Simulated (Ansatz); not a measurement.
# Calculations on C2H5ClF2Si

**1. Relaxation**

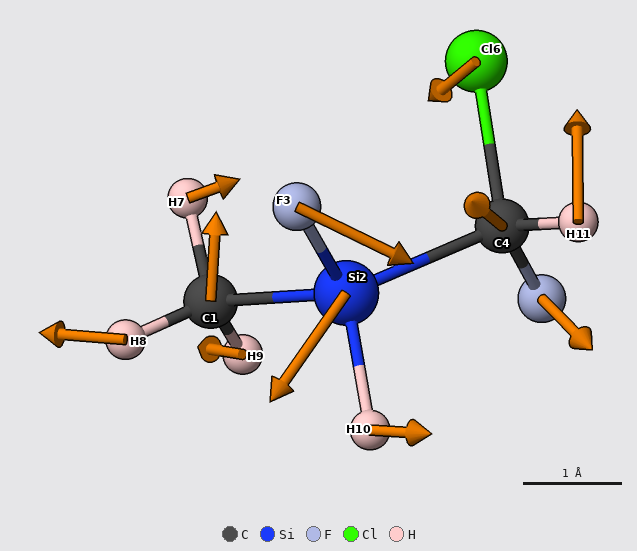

A relaxation of C2H5ClF2Si. The starting structure is drawn; orange arrows show the displacements, magnified 20 times. The two geometries are superimposed by the best rigid fit.

A ball-and-stick model, seen from a free direction.

The run prepares an end point of a later path (torsion) calculation, from a guessed geometry.

These are results of RHF/def2-SVP in Ansatz, not measurements. Settings: no spin polarisation; force threshold 0.015 eV/Å; at most 40 steps.

> What did the optimiser do to the structure, and how much energy did it gain?

Over 5 geometry steps the energy falls by 36.2 kJ/mol. The largest force component goes from 3.9 to 0.013 eV/Å. The largest moves after the best rigid fit, 0.070 Å, are those of Si and C and H atoms. Largest moves by element: Si 0.070 Å, C 0.069 Å, H 0.069 Å, F 0.067 Å, Cl 0.044 Å. Among the contacts that change: C–F 1.292 → 1.354 Å, C–H 1.146 → 1.087 Å, C–H 1.045 → 1.092 Å, C–H 1.128 → 1.091 Å. Among the angles between lasting bonds that change: Si–C–H 107.6° → 114.1°, C–Si–H 107.3° → 113.4°, F–Si–C 111.8° → 105.7°.

**2. Relaxation**

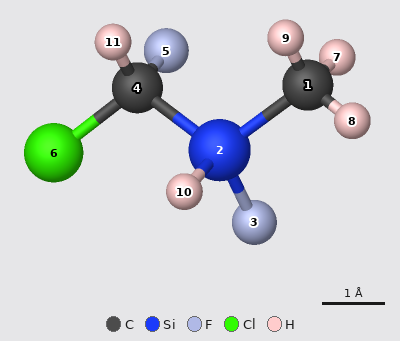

Starting structure of C₂H₅ClF₂Si. A ball-and-stick model, seen at a tilt.

The run prepares an end point of a later path (torsion) calculation, from a guessed geometry.

These are results of RHF/def2-SVP in Ansatz, not measurements.

The input:
```yaml
crystal:
  periodic: [false, false, false]
  atoms:
    - { symbol: C, position_ang: [0.2801, -1.2356, -0.9877] }
    - { symbol: Si, position_ang: [-0.5207, -0.3045, 0.4405] }
    - { symbol: F, position_ang: [-2.131, -0.1753, 0.1602] }
    - { symbol: C, position_ang: [0.276, 1.379, 0.7277] }
    - { symbol: F, position_ang: [0.16271, 2.11961, -0.32506] }
    - { symbol: Cl, position_ang: [-0.46982, 2.15373, 2.15427] }
    - { symbol: H, position_ang: [0.0963, -0.642, -1.9295] }
    - { symbol: H, position_ang: [-0.1695, -2.1688, -1.1229] }
    - { symbol: H, position_ang: [1.3146, -1.2987, -0.8251] }
    - { symbol: H, position_ang: [-0.3541, -1.1501, 1.6779] }
    - { symbol: H, position_ang: [1.37665, 1.20142, 0.99286] }
basis:
  gaussian: { orbitals: def2-SVP }
hamiltonian:
  xc: hf
relax:
  f_tol: 0.015
  max_steps: 40
```

Launched with:
```bash
ansatz run input.yaml --threads 2 --pin off --max-ram 3072MiB --backend cpu --events-out ev --progress --plain --runs-dir out
```

> Predict the outcome.

The atom that moves furthest after the best rigid fit is Cl6 (0.14 Å). By element the largest moves are Cl 0.14 Å, H 0.12 Å, F 0.11 Å, Si 0.10 Å, C 0.06 Å. Near-neighbour distances that change, for instance: C4–F5 1.292 → 1.352 Å, C4–H11 1.146 → 1.088 Å, C1–H8 1.045 → 1.092 Å, C1–H9 1.049 → 1.093 Å. Bond angles that change, for instance: C1–Si2–H10 107.3° → 113.9°, Si2–C4–H11 107.6° → 112.8°, H8–C1–H9 113.0° → 108.0°. Over 6 geometry steps the energy falls by 34.4 kJ/mol. The largest force component goes from 3.3 to 0.0089 eV/Å.

Final geometry:

```xyz
11

C     0.2510   -1.1948   -1.0125
Si   -0.4958   -0.3895    0.4897
F    -2.0708   -0.1752    0.2425
C     0.2862    1.3327    0.7560
F     0.2210    2.0549   -0.3848
Cl   -0.5517    2.2177    2.0614
H     0.1338   -0.5504   -1.8859
H    -0.2373   -2.1485   -1.2229
H     1.3173   -1.3856   -0.8681
H    -0.3227   -1.1630    1.7299
H     1.3302    1.2805    1.0579
```

The end point in the same view:

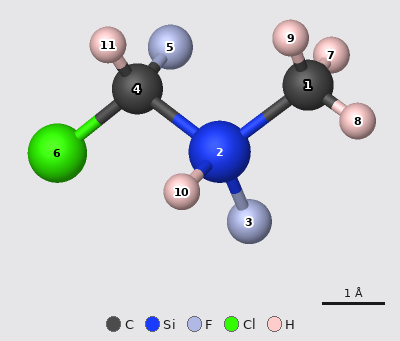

**3. Path**

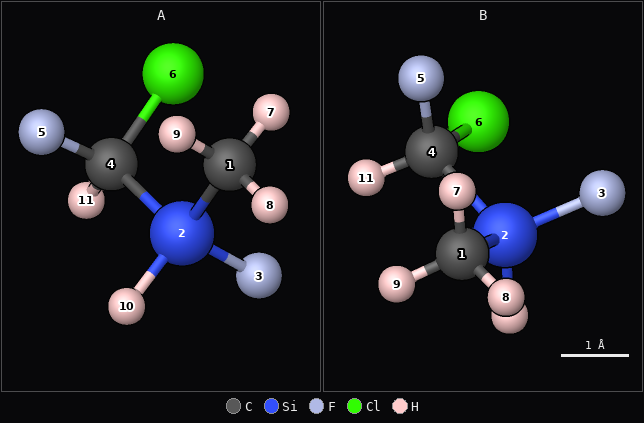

The two relaxed end points of a path for C$_{2}$H$_{5}$ClF$_{2}$Si. The picture is a ball-and-stick view, seen from a free direction.

Level of theory: RHF/def2-SVP (Ansatz 0.2.0).

Input file:
```yaml
crystal:
  periodic: [false, false, false]
  atoms:
    - { symbol: C, position_ang: [0.260246, -1.201651, -1.01277] }
    - { symbol: Si, position_ang: [-0.519187, -0.372715, 0.454349] }
    - { symbol: F, position_ang: [-2.097526, -0.151741, 0.213902] }
    - { symbol: C, position_ang: [0.208903, 1.370589, 0.739599] }
    - { symbol: F, position_ang: [1.521539, 1.242787, 1.046398] }
    - { symbol: Cl, position_ang: [0.051779, 2.379233, -0.727517] }
    - { symbol: H, position_ang: [0.101485, -0.615424, -1.918902] }
    - { symbol: H, position_ang: [-0.164368, -2.19627, -1.163505] }
    - { symbol: H, position_ang: [1.336081, -1.30978, -0.857714] }
    - { symbol: H, position_ang: [-0.361082, -1.130157, 1.708298] }
    - { symbol: H, position_ang: [-0.27237, 1.92803, 1.538463] }
basis:
  gaussian: { orbitals: def2-SVP }
hamiltonian:
  xc: hf
neb:
  order_check: false
  images: 9
  f_tol: 0.05
  max_iterations: 60
  initial_path: idpp
  final_atoms:
    - { symbol: C, position_ang: [0.39387197, -1.36570136, -0.8222991] }
    - { symbol: Si, position_ang: [-0.61922038, -0.26532328, 0.28464826] }
    - { symbol: F, position_ang: [-2.01511758, 0.0684674, -0.44181558] }
    - { symbol: C, position_ang: [0.29534688, 1.38799294, 0.56471351] }
    - { symbol: F, position_ang: [0.65513487, 1.92774167, -0.62123525] }
    - { symbol: Cl, position_ang: [-0.73789223, 2.54571293, 1.44872884] }
    - { symbol: H, position_ang: [0.61855992, -0.8558282, -1.76108637] }
    - { symbol: H, position_ang: [-0.14751179, -2.28542427, -1.05347742] }
    - { symbol: H, position_ang: [1.3388384, -1.64022358, -0.34688519] }
    - { symbol: H, position_ang: [-0.91152657, -0.85102398, 1.60286386] }
    - { symbol: H, position_ang: [1.19501652, 1.27651073, 1.16644544] }
```

Launched with:
```bash
ansatz run input.yaml --threads 2 --pin off --max-ram 3072MiB --backend cpu --events-out ev --progress --plain --runs-dir out
```

Question: Predict the minimum-energy path and its barrier.

Answer: The energy climbs by 13.8 kJ/mol to image 5 and then falls by 7.5 kJ/mol, so the end point sits at +6.2 kJ/mol. The motion is a rotation about the Si2–C4 bond by about 115°. No bond forms or breaks between the ends. Bond angles that change up to the highest image, for instance: F3–Si2–C4 105.7° → 108.9°. The band converged in 5 iterations. The largest component of the band force went from 3.2 to 0.043 eV/Å. The climbing image converged on the top of the path. Its vibrational analysis gives one imaginary mode (54i cm⁻¹), as a transition state must have.

Energies of the converged images:

| image | path (Å) | E (kJ/mol) |
| --- | --- | --- |
| 0 | 0.00 | 0.0 |
| 1 | 0.45 | 1.3 |
| 2 | 0.90 | 4.7 |
| 3 | 1.36 | 9.1 |
| 4 | 1.81 | 12.5 |
| 5 | 2.26 | 13.8 |
| 6 | 2.63 | 13.0 |
| 7 | 3.00 | 11.1 |
| 8 | 3.37 | 8.7 |
| 9 | 3.75 | 6.9 |
| 10 | 4.12 | 6.2 |

The geometry at the top of the path:

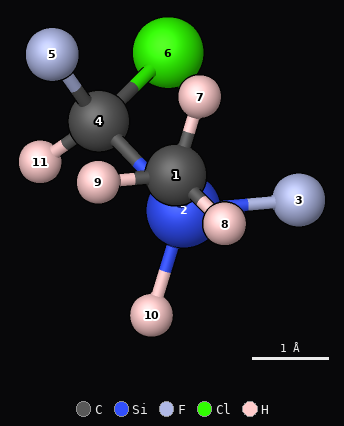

Cost: 120 s on 2 threads of Intel(R) Xeon(R) Platinum 8375C CPU @ 2.90GHz (Ice Lake), with other jobs on the host, peak memory 0.29 GiB.
